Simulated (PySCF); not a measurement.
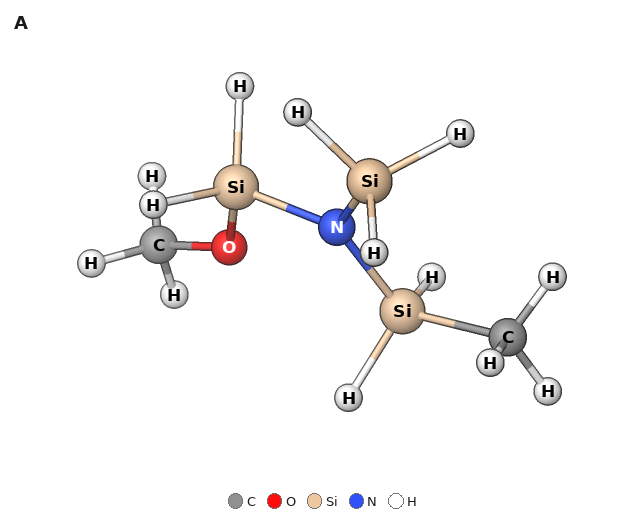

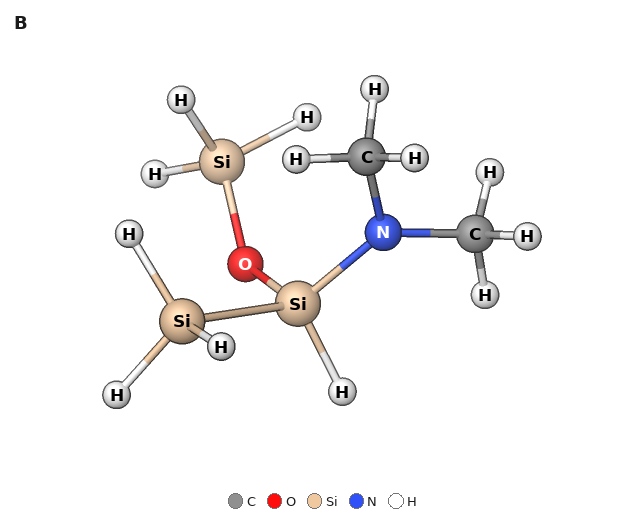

2 stationary structures of one formula. Geometries: PBE0-D3(BJ)/def2-SVP. Electronic energies: PBE0/def2-SVPD (PySCF 2.14.0), without zero-point energy. No frequency run is at hand to confirm each as a minimum. Each is one conformer, not always the lowest.

### Which is lowest in energy, and by how much?

A is lowest; B lies 9.7 kcal/mol above it. A is `CO[SiH2]N([SiH3])[SiH2]C`, B is `CN(C)[Si@@H]([SiH3])O[SiH3]`.

Give E(B) − E(A) in kcal/mol at these levels too: PBE0/pcSseg-1; PBE0-D3(BJ)/def2-SVP; B97-2/pcSseg-1; PBE0/def2-SVPD.

```
               level  E(B) − E(A) (kcal/mol)
       PBE0/pcSseg-1                   +10.5
PBE0-D3(BJ)/def2-SVP                    +9.9
      B97-2/pcSseg-1                   +10.2
      PBE0/def2-SVPD                    +9.7
```
